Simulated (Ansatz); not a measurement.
System: H10O2Si4.

```tsv
atom	x (Å)	y (Å)	z (Å)
Si	0.0443	-0.2818	-0.9127
Si	-0.1823	1.8921	-0.0130
O	0.8065	-1.2735	0.1627
Si	0.9224	-1.8036	1.7251
O	-1.4316	-0.8935	-1.3232
Si	-3.0201	-1.0942	-0.9088
H	0.8675	-0.3057	-2.1570
H	-1.0066	1.8773	1.2379
H	-0.8458	2.7959	-1.0059
H	1.1654	2.4568	0.3156
H	0.8235	-0.6492	2.6727
H	2.2446	-2.4747	1.8886
H	-0.1762	-2.7737	2.0196
H	-3.5418	0.1405	-0.2423
H	-3.1612	-2.2521	0.0258
H	-3.7953	-1.3562	-2.1561
```

Level of theory: Ansatz, DFT PBE, Gaussian basis def2-TZVP.

Q: What will maps of the electron density and electron localisation function show?

A: Si–O (1.65 Å): ρ at the midpoint is about 1.1 e/Å³; the ELF peaks at about 0.85 between the atoms (a shared but strongly polarised pair).

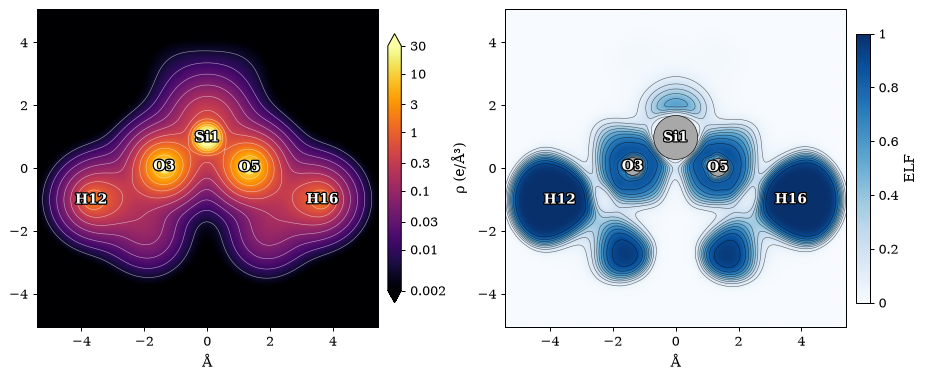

Computed electron density and electron localisation function on the plane of atoms O3, Si1 and O5, in this order. Grey discs cover the atomic cores in the ELF map. 
